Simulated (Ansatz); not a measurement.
ZnCd3Se2S2

Input file:

```
crystal:
  lattice:
    - [8.1612857414, 0.0, 0.0]
    - [0.0, 7.043068303, 0.0]
    - [0.0, 0.0, 6.635082233]
  atoms:
    - { symbol: Zn, position: [0.5, 0.1584100366, 0.508529837] }
    - { symbol: Zn, position: [0.0, 0.8415899634, 0.008529837] }
    - { symbol: Cd, position: [0.2513681149, 0.6775728969, 0.4916716488] }
    - { symbol: Cd, position: [0.7486318851, 0.6775728969, 0.4916716488] }
    - { symbol: Cd, position: [0.0, 0.1532167218, 0.5061527163] }
    - { symbol: Cd, position: [0.5, 0.8467832782, 0.0061527163] }
    - { symbol: Cd, position: [0.2486318851, 0.3224271031, 0.9916716488] }
    - { symbol: Cd, position: [0.7513681149, 0.3224271031, 0.9916716488] }
    - { symbol: Se, position: [0.7373243969, 0.3241898486, 0.3828786602] }
    - { symbol: Se, position: [0.2626756031, 0.3241898486, 0.3828786602] }
    - { symbol: Se, position: [0.2373243969, 0.6758101514, 0.8828786602] }
    - { symbol: Se, position: [0.7626756031, 0.6758101514, 0.8828786602] }
    - { symbol: S, position: [0.0, 0.8301242065, 0.3534853446] }
    - { symbol: S, position: [0.5, 0.8558677783, 0.3827314841] }
    - { symbol: S, position: [0.5, 0.1698757935, 0.8534853446] }
    - { symbol: S, position: [0.0, 0.1441322217, 0.8827314841] }
basis:
  ecutwfc: 420
kpoints:
  mp_grid: { grid: [4, 4, 4] }
hamiltonian:
  xc: pbe
scf:
  occupations: { method: gaussian, width: 0.02 }
output:
  forces: true
  stress: true
  eigenvalues: true
  write_density: true
  write_potential: true
  elf: true
  volumetric_format: npy
relax:
  adjacent_minimum: "off"
  f_tol: 0.01
  max_steps: 30
  cell: { stress_tol: 0.1, fix: [volume] }
```

Launched as:

```sh
ansatz run input.yaml --threads 1 --pin off --max-ram 2560MiB --backend cpu --events-out ev --progress --plain --runs-dir out
```

Below, planes, directions and counts refer to the conventional cell (a = 8.16 Å, b = 7.04 Å, c = 6.64 Å, α = 90.00°, β = 90.00°, γ = 90.00°).

Space group Pmn2₁; a generated structure, not necessarily the stable one; changed on purpose from its base cell (volume × 0.91, shape and atoms relaxed); computed pressure about 6 GPa in this cell.

Theory: DFT PBE, scalar-relativistic, plane waves, PAW (Ansatz 0.2.0).

Question: What can the converged valence pseudo-density and electron localisation function tell about the bonding?

Answer: Zn–S (2.29 Å): ρ at the midpoint is about 0.53 e/Å³; the ELF peaks at about 0.90 in the valence shell of S, 0.9 Å from its nucleus, and is about 0.55 at the midpoint.
Cd–S (2.50 Å): ρ is about 0.44 e/Å³ halfway; the ELF peaks at about 0.90 in the valence shell of S, 0.8 Å from its nucleus, and is about 0.35 at the midpoint.

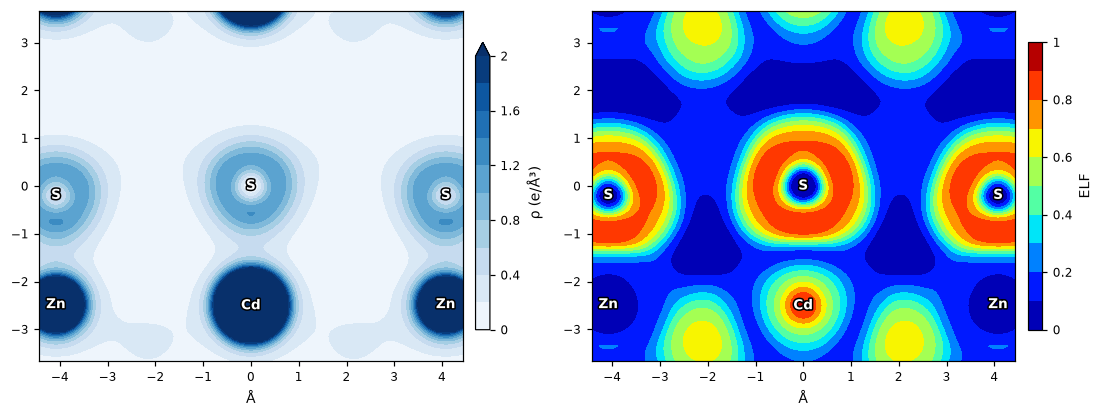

Computed valence pseudo-density and electron localisation function on the (010) plane of the conventional cell, in this order. 

In a PAW calculation such maps are meaningful between the atoms, not at the nuclei.
